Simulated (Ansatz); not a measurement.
# CH3ClSi (SMILES C[Si]Cl): functionals against CCSD(T) at one geometry

Aim: energy, forces and dipole at a structure displaced at random from a GFN2-xTB minimum, from CCSD(T) and from density functionals.

Computed with Ansatz 0.2.0, Gaussian basis. Level: single points in def2-TZVPP.

Correlated methods freeze the cores.

### 1 The system as given

SMILES `C[Si]Cl`, 6 atoms, charge 0, spin multiplicity 1.

Atoms are counted from 1 here; the program's logs count them from 0.

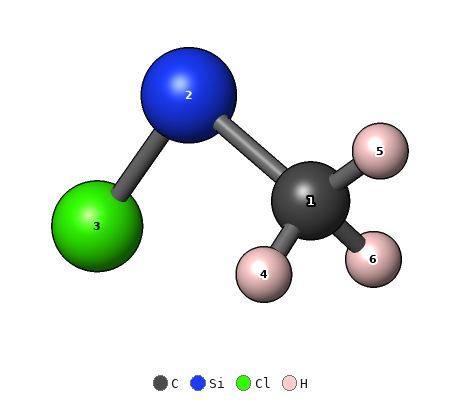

The starting geometry (carbon dark grey, silicon blue, chlorine green, hydrogen pink); atoms are numbered from 1 in the order of the file.

As a file:

```csv
atom,x (Å),y (Å),z (Å)
C1,-0.4380,0.4245,-0.1303
Si2,0.3093,-0.6555,1.2932
Cl3,1.8344,-1.5307,0.3341
H4,0.3052,1.0058,-0.5517
H5,-1.3630,0.9776,0.1053
H6,-0.7295,-0.1809,-1.0546
```

### 2 CCSD(T)/def2-TZVPP

The input, run/in.yaml:

```yaml
crystal:
  periodic: [false, false, false]
  atoms:
    - {symbol: C, position_ang: [-0.438000, 0.424500, -0.130300]}
    - {symbol: Si, position_ang: [0.309300, -0.655500, 1.293200]}
    - {symbol: Cl, position_ang: [1.834400, -1.530700, 0.334100]}
    - {symbol: H, position_ang: [0.305200, 1.005800, -0.551700]}
    - {symbol: H, position_ang: [-1.363000, 0.977600, 0.105300]}
    - {symbol: H, position_ang: [-0.729500, -0.180900, -1.054600]}
basis:
  gaussian: {orbitals: def2-TZVPP}
correlation: {method: ccsd_t}
output: {forces: true}
```

The command line of these runs was not kept.

### 3 PBE0-D4/def2-TZVPP

Edit run/in.yaml of step 2 so:

```diff
@@ -11,3 +11,3 @@
   gaussian: {orbitals: def2-TZVPP}
-correlation: {method: ccsd_t}
-output: {forces: true}
+hamiltonian: {xc: pbe0, dispersion: d4}
+output: {forces: true, orbitals: {seedname: orbitals}}
```

### 4 wB97M-V/def2-TZVPP

Edit run/in.yaml of step 3 so:

```diff
@@ -11,3 +11,3 @@
   gaussian: {orbitals: def2-TZVPP}
-hamiltonian: {xc: pbe0, dispersion: d4}
-output: {forces: true, orbitals: {seedname: orbitals}}
+hamiltonian: {xc: {name: wB97M-V}}
+output: {forces: true}
```

### 5 r2SCAN-D4/def2-TZVPP

Edit run/in.yaml of step 4 so:

```diff
@@ -11,3 +11,3 @@
   gaussian: {orbitals: def2-TZVPP}
-hamiltonian: {xc: {name: wB97M-V}}
+hamiltonian: {xc: r2scan, dispersion: d4}
 output: {forces: true}
```

### 6 PBE-D4/def2-TZVPP

Edit run/in.yaml of step 5 so:

```diff
@@ -11,3 +11,3 @@
   gaussian: {orbitals: def2-TZVPP}
-hamiltonian: {xc: r2scan, dispersion: d4}
+hamiltonian: {xc: pbe, dispersion: d4}
 output: {forces: true}
```

### 7 LC-wPBE/def2-TZVPP

Edit run/in.yaml of step 6 so:

```diff
@@ -11,3 +11,3 @@
   gaussian: {orbitals: def2-TZVPP}
-hamiltonian: {xc: pbe, dispersion: d4}
+hamiltonian: {xc: {name: LC-wPBE}}
 output: {forces: true}
```

### 8 revPBE-D4/def2-TZVPP

Edit run/in.yaml of step 7 so:

```diff
@@ -11,3 +11,3 @@
   gaussian: {orbitals: def2-TZVPP}
-hamiltonian: {xc: {name: LC-wPBE}}
+hamiltonian: {xc: {name: revPBE}, dispersion: d4}
 output: {forces: true}
```

(Steps that only read results are left out.)

What does the calculation give? Wanted: energy less free atoms, CCSD(T)/def2-TZVPP; RMS force component; RMS force error; HOMO and LUMO, PBE0-D4; T1 diagnostic.

As calculated:

| quantity | value |
| --- | --- |
| energy less free atoms, CCSD(T)/def2-TZVPP | -1952.5 kJ/mol |
| RMS force component | 1.174 to 1.237 eV/Å over the methods |
| RMS force error | PBE0-D4 0.044, wB97M-V 0.046, r2SCAN-D4 0.038, PBE-D4 0.126, LC-wPBE 0.140, revPBE-D4 0.156 eV/Å |
| HOMO and LUMO, PBE0-D4 | -6.50 and -2.38 eV |
| T1 diagnostic | 0.012 |

Against CCSD(T) the functionals' energies less atoms differ by -85.2 to -28.3 kJ/mol, PBE-D4 by -85.2 kJ/mol. CCSD(T) in triple zeta still lacks some correlation energy of the bonds, so part of these gaps is its own basis error and they don't rank the functionals. The forces of r2SCAN-D4 come nearest to CCSD(T), those of revPBE-D4 are farthest. Frozen-core CCSD(T) forces in triple zeta carry basis errors of their own, and this is one geometry, so small gaps rank nothing. The restricted Hartree–Fock reference is unstable towards an unrestricted one at one or more of these structures.
